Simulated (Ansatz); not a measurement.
**C4H10AlCl (SMILES CC[CH2][Al]([CH3])[Cl]): density, localisation and related maps**

Input file:

```
crystal:
  periodic: [false, false, false]
  atoms:
    - {symbol: C, position_ang: [-1.910151, -0.989611, -0.610846]}
    - {symbol: C, position_ang: [-1.363421, -2.419874, -0.548344]}
    - {symbol: C, position_ang: [-0.919432, -2.837062, 0.868894]}
    - {symbol: C, position_ang: [0.759933, -1.302420, 3.557226]}
    - {symbol: Al, position_ang: [0.557821, -1.810249, 1.675002]}
    - {symbol: Cl, position_ang: [2.159993, -1.241825, 0.371594]}
    - {symbol: H, position_ang: [-1.139470, -0.253907, -0.338619]}
    - {symbol: H, position_ang: [-2.256391, -0.734082, -1.618786]}
    - {symbol: H, position_ang: [-2.755993, -0.856811, 0.075693]}
    - {symbol: H, position_ang: [-2.137184, -3.111538, -0.911817]}
    - {symbol: H, position_ang: [-0.519818, -2.513717, -1.243758]}
    - {symbol: H, position_ang: [-0.604361, -3.893615, 0.858810]}
    - {symbol: H, position_ang: [-1.779379, -2.801216, 1.555396]}
    - {symbol: H, position_ang: [-0.043895, -1.699349, 4.188380]}
    - {symbol: H, position_ang: [1.716104, -1.657470, 3.962359]}
    - {symbol: H, position_ang: [0.761386, -0.209782, 3.667731]}
basis:
  gaussian:
    orbitals: def2-SVPD
hamiltonian:
  xc: pbe0
output:
  forces: true
  orbitals: {seedname: orbitals}
```

Command:

```sh
ansatz run input.yaml --threads 2 --pin off --max-ram 4350MiB --events-out events.jsonl --progress --plain --runs-dir runs
```

Geometry: B3LYP/6-31G*.

All numbers below come from isolated molecule in a Gaussian basis; Kohn-Sham density functional theory, functional PBE0 (Ansatz).

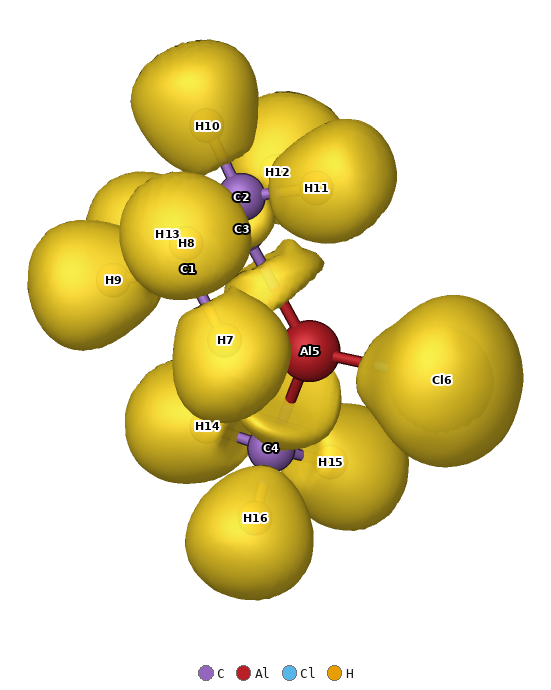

Figure 1. Isosurface of the ELF at 0.8 (yellow), seen at an oblique angle. Only the valence region is drawn (cores and ρ < 0.01 e/Å³ removed).

**What do the ELF domains correspond to?**

The ELF exceeds this value in two regions between bonded Al–C atoms (shared pairs), two regions between bonded C–C atoms (shared pairs), ten regions around hydrogen nuclei and one region on Cl in which the atom's valence shell and bonds are merged.


C–C (1.53 Å): the ELF peaks at about 0.95 between the atoms; localised, covalent bonding. C–Al (1.96 Å): the ELF peaks at about 0.95 between the atoms, as expected for a shared but strongly polarised pair.

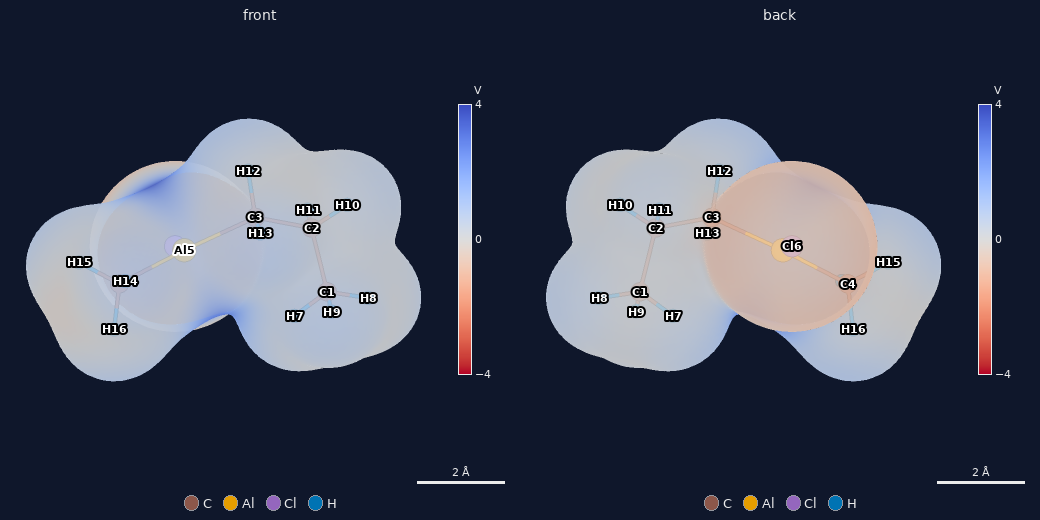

Figure 2. The molecular electrostatic potential painted on the density surface at 0.002 e/bohr³, seen from the front and from behind; red is negative and blue positive.

**Which sites attract a positive test charge, and which a negative one?**

A positive charge is drawn to the negative regions and a negative charge to the positive ones. The most negative region (about −0.9 V) lies over Cl6, the most positive (about +3.1 V) over Al5.

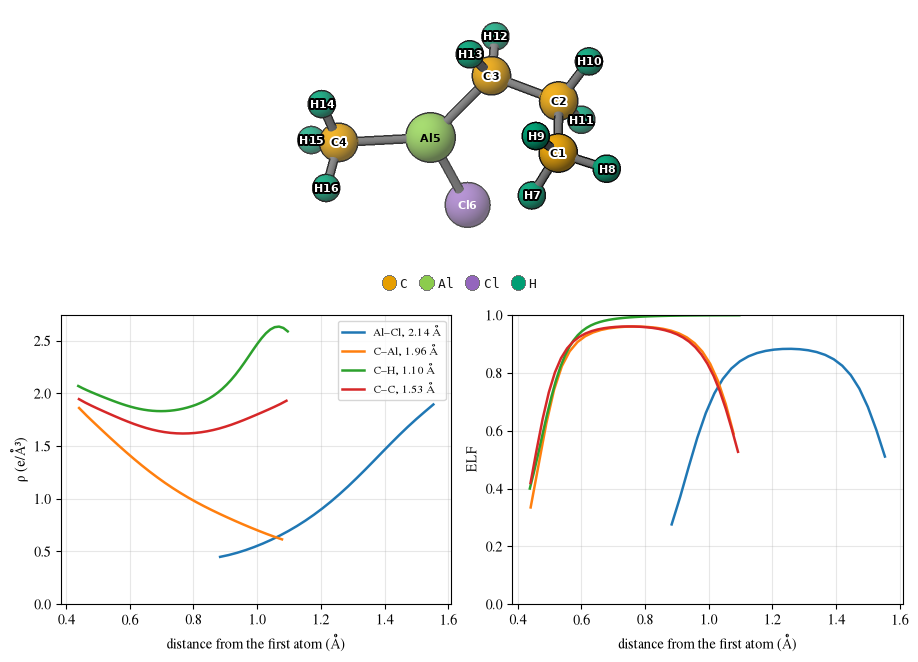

Figure 3. Total electron density and electron localisation function along straight lines between neighbouring atoms. The curves leave out the atomic cores. The structure is drawn too.

**Compare the contacts.**

Al–Cl (2.14 Å): ρ is about 0.65 e/Å³ halfway; the ELF peaks at about 0.90 in the valence shell of Cl, 0.9 Å from its nucleus, and is about 0.80 at the midpoint.
C–Al (1.96 Å): ρ is about 0.73 e/Å³ halfway; the ELF peaks at about 0.95 between the atoms (a polar covalent bond).
C–H (1.10 Å): ρ is about 1.9 e/Å³ halfway; the ELF climbs to about 1 towards the hydrogen, as it does in any bond to H: a covalent bond by its length.
C–C (1.53 Å): the density is about 1.6 e/Å³ at the midpoint; the ELF peaks at about 0.95 between the atoms: a covalent bond.
